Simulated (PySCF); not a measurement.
**Gd(OH)3(NH3): other functionals and bases at one geometry**

Aim: see how levels, charges and forces of Gd(OH)3(NH3) depend on the level of theory. It is a constructed species; whether it can be made isn't addressed.

Computed with PySCF 2.14.0. Level: several levels, as the steps say, no spin–orbit coupling.

1 further run of the same task is left out (for a known fault of the program).

## (1) The system as given

11 atoms, charge 0, spin multiplicity 1.

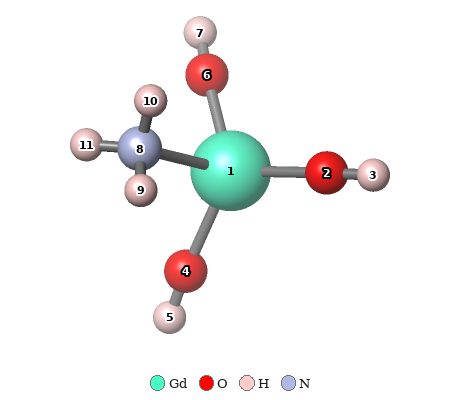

The structure; gadolinium teal, oxygen red, hydrogen pink, nitrogen light blue; atoms are numbered from 1 in the order of the file.

As a file:

```xyz
11
GdH6NO3
Gd    0.1621   -0.2052    0.2546
O     1.2000    1.3286    1.2220
H     1.7156    1.9598    1.7209
O    -1.4290   -1.1210    1.2541
H    -2.0839   -1.5885    1.7701
O     1.1377   -1.2661   -1.2585
H     1.6376   -1.7926   -1.8796
N    -1.2557    1.2783   -1.2575
H    -1.8548    1.9032   -0.7170
H    -0.6868    1.8658   -1.8680
H    -1.8680    0.7276   -1.8604
```

Formal oxidation states: Gd +3. Each metal's 7 4f electrons lie in its core potential, so multiplicities, spins and levels count the valence alone. An earlier session relaxed this geometry at PBE0, Gd lcecp-1-SVP with ECP53, O def2-SVP, H def2-SVP, N def2-SVP (singlet, point group Cs).

At PBE0 on the finer grid: E = -319.625062 Eh, HOMO -6.97 eV, LUMO -0.23 eV, Mulliken charge on Gd1 +0.93 e, largest force component 0.022 eV/Å. 

Levels to run: r2SCAN; BP86; PBE0, TZVP. Hardware: 2 threads of Intel Xeon Platinum 8488C (Sapphire Rapids), shared host.

## (2) r2SCAN

Input file run.py (the lines that set the calculation):

```python
mol = gto.M(atom='''
Gd     0.16207    -0.20522     0.25459
O      1.20002     1.32862     1.22202
H      1.71559     1.95983     1.72088
O     -1.42900    -1.12104     1.25412
H     -2.08393    -1.58846     1.77012
O      1.13766    -1.26609    -1.25845
H      1.63759    -1.79258    -1.87963
N     -1.25570     1.27829    -1.25751
H     -1.85483     1.90324    -0.71701
H     -0.68682     1.86581    -1.86802
H     -1.86800     0.72759    -1.86038''',
    basis={'Gd': 'lcecp-1-SVP', 'O': 'def2-SVP', 'H': 'def2-SVP', 'N': 'def2-SVP'},
    ecp={'Gd': 'lcecp-1-SVP'},
    charge=0, spin=0)
mf = dft.RKS(mol, xc='R2SCAN')
mf.grids.atom_grid = (75, 302)  # f atoms: unpruned, at least (60, 302)
mf = mf.density_fit()  # fitting sets: Gd AutoAux, O def2-universal-JKFIT, H def2-universal-JKFIT, N def2-universal-JKFIT
mf.conv_tol = 1e-08; mf.max_cycle = 55
mf.kernel(dm0)  # dm0: the density of the relaxed state
```

On the command line:

```
$ OMP_NUM_THREADS=2 python run.py
```

Standard output:

```text
init E= -319.809233960414
  HOMO = -0.207269260003822  LUMO = -0.0131465029042133  gap/eV = 5.28235
cycle= 1 E= -319.810138387052  delta_E= -0.000904  |g|= 0.0173  |ddm|= 0.102
  HOMO = -0.208962036091698  LUMO = -0.0121997683942965  gap/eV = 5.35417
cycle= 2 E= -319.810029573973  delta_E= 0.000109  |g|= 0.0281  |ddm|= 0.0522
  HOMO = -0.207273253170867  LUMO = -0.012680681595306  gap/eV = 5.29513
cycle= 3 E= -319.810219727771  delta_E= -0.00019  |g|= 0.0066  |ddm|= 0.0267
  HOMO = -0.208023790274888  LUMO = -0.0128834437556158  gap/eV = 5.31004
cycle= 4 E= -319.810228334714  delta_E= -8.61e-06  |g|= 0.000542  |ddm|= 0.00634
  HOMO = -0.207970064006003  LUMO = -0.0128555732693698  gap/eV = 5.30934
cycle= 5 E= -319.810228388275  delta_E= -5.36e-08  |g|= 0.000163  |ddm|= 0.000487
  HOMO = -0.207965579668792  LUMO = -0.0128565644032221  gap/eV = 5.30919
cycle= 6 E= -319.810228393967  delta_E= -5.69e-09  |g|= 5.45e-05  |ddm|= 0.000177
  HOMO = -0.207962354820141  LUMO = -0.0128514169009648  gap/eV = 5.30924
Extra cycle  E= -319.810228393146  delta_E= 8.22e-10  |g|= 8.21e-05  |ddm|= 9.92e-05
converged SCF energy = -319.810228393146
```

Wall time 17 s (2 threads of Intel Xeon Platinum 8488C (Sapphire Rapids), shared host).

It gives: E = -319.810228 Eh, HOMO -5.66 eV, LUMO -0.35 eV, Mulliken charge on Gd1 +0.89 e, largest force component 0.107 eV/Å. 

## (3) BP86

Changes to run.py (the lines that set the calculation) since step 2:

```diff
@@ -15,3 +15,3 @@
     charge=0, spin=0)
-mf = dft.RKS(mol, xc='R2SCAN')
+mf = dft.RKS(mol, xc='B88,P86')
 mf.grids.atom_grid = (75, 302)  # f atoms: unpruned, at least (60, 302)
```

On the command line:

```
$ OMP_NUM_THREADS=2 python run.py
```

Standard output:

```text
init E= -320.002018649093
  HOMO = -0.190414588313524  LUMO = -0.0292609024328208  gap/eV = 4.38522
cycle= 1 E= -320.003767599608  delta_E= -0.00175  |g|= 0.104  |ddm|= 0.291
  HOMO = -0.214192809318014  LUMO = -0.0288622537529264  gap/eV = 5.04310
cycle= 2 E= -319.992378438506  delta_E= 0.0114  |g|= 0.257  |ddm|= 0.287
  HOMO = -0.197663652634238  LUMO = -0.0294914319924047  gap/eV = 4.57620
cycle= 3 E= -320.006390744306  delta_E= -0.014  |g|= 0.0169  |ddm|= 0.181
  HOMO = -0.198847399713909  LUMO = -0.0302210572589132  gap/eV = 4.58856
cycle= 4 E= -320.006483469448  delta_E= -9.27e-05  |g|= 0.00271  |ddm|= 0.0265
  HOMO = -0.198581681057644  LUMO = -0.0302300890051157  gap/eV = 4.58108
cycle= 5 E= -320.006484834313  delta_E= -1.36e-06  |g|= 0.000872  |ddm|= 0.00256
  HOMO = -0.198558586946362  LUMO = -0.0302026403534867  gap/eV = 4.58120
cycle= 6 E= -320.006484997719  delta_E= -1.63e-07  |g|= 0.000146  |ddm|= 0.000757
  HOMO = -0.198555625995129  LUMO = -0.0302037899224494  gap/eV = 4.58109
cycle= 7 E= -320.006485004692  delta_E= -6.97e-09  |g|= 3.98e-05  |ddm|= 0.000153
  HOMO = -0.198563285651444  LUMO = -0.0302037356528224  gap/eV = 4.58130
Extra cycle  E= -320.00648500291  delta_E= 1.78e-09  |g|= 0.000102  |ddm|= 0.000101
converged SCF energy = -320.00648500291
```

Run time: 11 s. Hardware: 2 threads of Intel Xeon Platinum 8488C (Sapphire Rapids), shared host.

It gives: E = -320.006485 Eh, HOMO -5.40 eV, LUMO -0.82 eV, Mulliken charge on Gd1 +0.69 e, largest force component 0.432 eV/Å. 

## (4) PBE0, TZVP

Basis: Gd lcecp-1-TZVP with ECP53, O def2-TZVP, H def2-TZVP, N def2-TZVP. 

Changes to run.py (the lines that set the calculation) since step 3:

```diff
@@ -12,6 +12,6 @@
 H     -1.86800     0.72759    -1.86038''',
-    basis={'Gd': 'lcecp-1-SVP', 'O': 'def2-SVP', 'H': 'def2-SVP', 'N': 'def2-SVP'},
-    ecp={'Gd': 'lcecp-1-SVP'},
+    basis={'Gd': 'lcecp-1-TZVP', 'O': 'def2-TZVP', 'H': 'def2-TZVP', 'N': 'def2-TZVP'},
+    ecp={'Gd': 'lcecp-1-TZVP'},
     charge=0, spin=0)
-mf = dft.RKS(mol, xc='B88,P86')
+mf = dft.RKS(mol, xc='PBE0')
 mf.grids.atom_grid = (75, 302)  # f atoms: unpruned, at least (60, 302)
@@ -19,2 +19,2 @@
 mf.conv_tol = 1e-08; mf.max_cycle = 55
-mf.kernel(dm0)  # dm0: the density of the relaxed state
+mf.kernel(dm0)  # dm0: free metal ions and neutral atoms
```

On the command line:

```
$ OMP_NUM_THREADS=2 python run.py
```

Standard output:

```text
init E= -323.615621516647
  HOMO = -0.31885340503446  LUMO = -0.0696189222605419  gap/eV = 6.78202
cycle= 1 E= -319.825067067816  delta_E= 3.79  |g|= 0.814  |ddm|= 2.35
  HOMO = -0.140451129324364  LUMO = -0.0275926241162274  gap/eV = 3.07104
cycle= 2 E= -319.662558591531  delta_E= 0.163  |g|= 1.28  |ddm|= 1.36
  HOMO = -0.266716895555228  LUMO = -0.0194496357397362  gap/eV = 6.72848
cycle= 3 E= -319.96012727935  delta_E= -0.298  |g|= 0.168  |ddm|= 0.778
  HOMO = -0.264173309418942  LUMO = -0.0180436917087974  gap/eV = 6.69753
cycle= 4 E= -319.964900661233  delta_E= -0.00477  |g|= 0.0654  |ddm|= 0.14
  HOMO = -0.266612614280197  LUMO = -0.0170971564676741  gap/eV = 6.78966
cycle= 5 E= -319.965795861218  delta_E= -0.000895  |g|= 0.0142  |ddm|= 0.0527
  HOMO = -0.266296355518464  LUMO = -0.0165376952977283  gap/eV = 6.79628
cycle= 6 E= -319.965834128586  delta_E= -3.83e-05  |g|= 0.00254  |ddm|= 0.00912
  HOMO = -0.266439120772129  LUMO = -0.016660236372612  gap/eV = 6.79683
cycle= 7 E= -319.96583565808  delta_E= -1.53e-06  |g|= 0.000276  |ddm|= 0.00303
  HOMO = -0.266431861310065  LUMO = -0.0166394723087713  gap/eV = 6.79720
cycle= 8 E= -319.965835679548  delta_E= -2.15e-08  |g|= 3.93e-05  |ddm|= 0.00044
  HOMO = -0.266430587922085  LUMO = -0.0166394517966033  gap/eV = 6.79716
cycle= 9 E= -319.965835679717  delta_E= -1.7e-10  |g|= 3.04e-05  |ddm|= 4.61e-05
  HOMO = -0.266430462842576  LUMO = -0.0166390403034811  gap/eV = 6.79717
Extra cycle  E= -319.965835679337  delta_E= 3.8e-10  |g|= 5.56e-05  |ddm|= 4.28e-05
converged SCF energy = -319.965835679337
```

It took 27 s on 2 threads of Intel Xeon Platinum 8488C (Sapphire Rapids), shared host.

Read off: E = -319.965836 Eh, HOMO -7.25 eV, LUMO -0.45 eV, Mulliken charge on Gd1 +1.57 e, largest force component 0.225 eV/Å. 

## (5) All levels side by side

| level | state | HOMO (eV) | gap (eV) | charge on Gd1 (e) | dipole (D) | largest force (eV/Å) | basis functions | time |
| --- | --- | --- | --- | --- | --- | --- | --- | --- |
| PBE0 (relaxed here) | singlet | -6.97 | 6.74 | 0.93 | 4.20 | 0.02 | 119 | 31 s |
| r2SCAN | singlet | -5.66 | 5.31 | 0.89 | 4.17 | 0.11 | 119 | 17 s |
| BP86 | singlet | -5.40 | 4.58 | 0.69 | 4.16 | 0.43 | 119 | 11 s |
| PBE0, TZVP | singlet | -7.25 | 6.80 | 1.57 | 4.22 | 0.23 | 207 | 27 s |

Times are on 2 threads of Intel Xeon Platinum 8488C (Sapphire Rapids), shared host; the first row also made further properties.

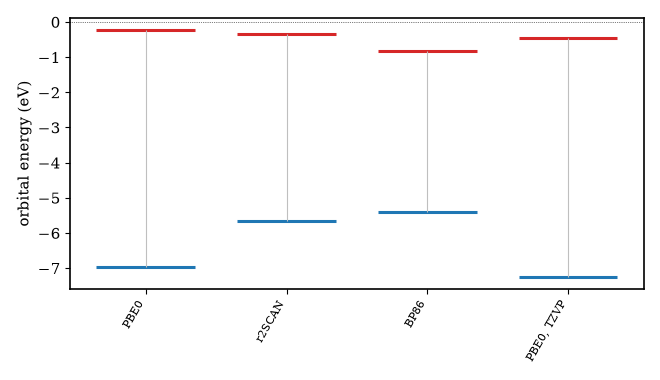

Highest filled and lowest empty level, method by method.

In one basis the HOMO–LUMO gap runs from 4.58 eV (BP86) to 6.74 eV (PBE0). The largest leftover force, 0.43 eV/Å with BP86, stands at a geometry relaxed at another level. The Mulliken charge on Gd spans +0.69 to +1.57 e over the levels. With 4f in the core, its levels are missing from HOMO and gap. Total energies of different levels can't be compared. Spin–orbit coupling is left out throughout.
